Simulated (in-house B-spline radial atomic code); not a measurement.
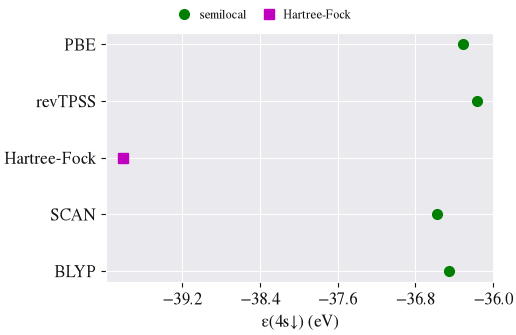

The selenium ion Se²⁺; electrons: [Ar] 3d10 4s2 4p2 (high spin). All runs are scalar-relativistic, spin-polarised and spherical, computed with an in-house B-spline radial code (spin-free X2C). Hartree-Fock is the average over the configuration. The plot shows the eigenvalue (eV) of the 4s down orbital by 5 methods.

Q: Rank the methods.

A: The deepest is Hartree-Fock (−39.80) and the shallowest revTPSS (−36.17), a spread of 3.63 eV. In order (eV): Hartree-Fock (−39.80), SCAN (−36.58), BLYP (−36.45), PBE (−36.31), revTPSS (−36.17). On the whole, exact exchange removes self-interaction and deepens occupied levels.
